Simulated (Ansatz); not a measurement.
## Electronic structure of Ga$_{4}$BiP$_{3}$ in real space

Input file:

```
crystal:
  lattice:
    - [5.6717606641, 0.0, 0.0]
    - [0.0, 5.6717606641, 0.0]
    - [0.0, 0.0, 5.6717606641]
  atoms:
    - { symbol: P, position: [0.5, 0.0, 0.0] }
    - { symbol: Ga, position: [0.2347447271, 0.7652552729, 0.7652552729] }
    - { symbol: P, position: [0.0, 0.5, 0.0] }
    - { symbol: Ga, position: [0.7652552729, 0.2347447271, 0.7652552729] }
    - { symbol: P, position: [0.0, 0.0, 0.5] }
    - { symbol: Ga, position: [0.7652552729, 0.7652552729, 0.2347447271] }
    - { symbol: Bi, position: [0.5, 0.5, 0.5] }
    - { symbol: Ga, position: [0.2347447271, 0.2347447271, 0.2347447271] }
kpoints:
  mp_grid: { grid: [4, 4, 4] }
  band_path:
    path: [[0.0, 0.0, 0.0], [0.0, 0.5, 0.0], [0.5, 0.5, 0.0], [0.5, 0.5, 0.5]]
    npoints: 1
hamiltonian:
  xc: pbe
scf:
  occupations: { method: fermi_dirac, width: 0.02 }
  n_extra_bands: 12
magnetization:
  noncollinear: true
  spin_orbit: true
output:
  forces: true
  stress: true
  eigenvalues: true
  write_density: true
  write_potential: true
  elf: true
  volumetric_format: npy
```

Below, planes, directions and counts refer to the conventional cell (a = 5.67 Å, b = 5.67 Å, c = 5.67 Å, α = 90.00°, β = 90.00°, γ = 90.00°).

Space group P-43m; started from the ordered alloy on zincblende lattice prototype, which need not be the ambient phase; computed pressure about 2 GPa in this cell.

Theory: DFT, PBE with spin-orbit coupling, plane waves, PAW in Ansatz 0.2.0.

The density is the valence pseudo-density of a PAW calculation; it isn't the true density close to the nuclei.

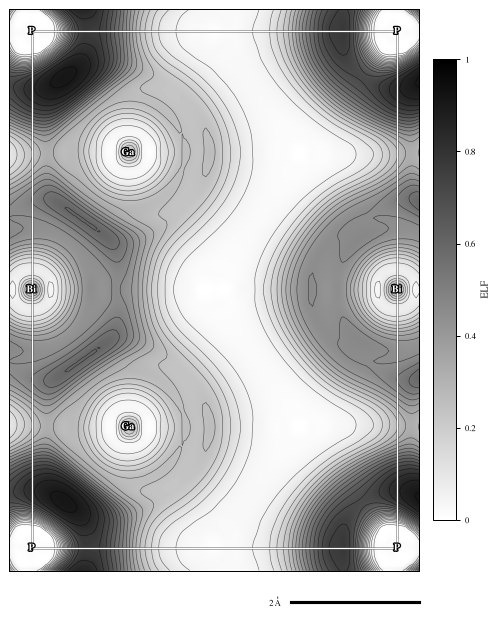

Figure 1. ELF on the (011) plane of the conventional cell.

> What do the fields say about this system?

- The section cuts through P, Ga and Bi sites.
- Ga–P (2.41 Å): the ELF peaks at about 0.90 in the valence shell of P, 0.9 Å from its nucleus, and is about 0.75 at the midpoint.
- Ga–Bi (2.61 Å): the ELF peaks at about 0.60 between the atoms.

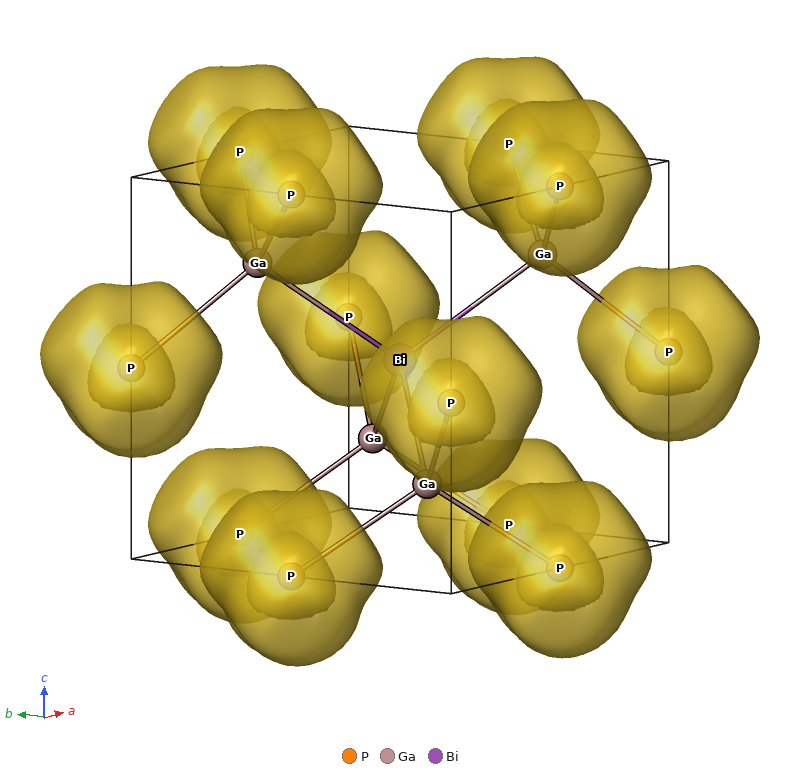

Figure 2. Isosurface of the ELF at 0.65 (yellow), seen at an oblique angle. Core shells and regions of very low density are left out. Sticks mark near contacts.

> Identify the bonds, lone pairs and shells in this picture.

At this value the surface marks out three regions on P in which the atom's valence shell and bonds are merged, counted in one cell of 8 atoms. Regions shared between cells count once.
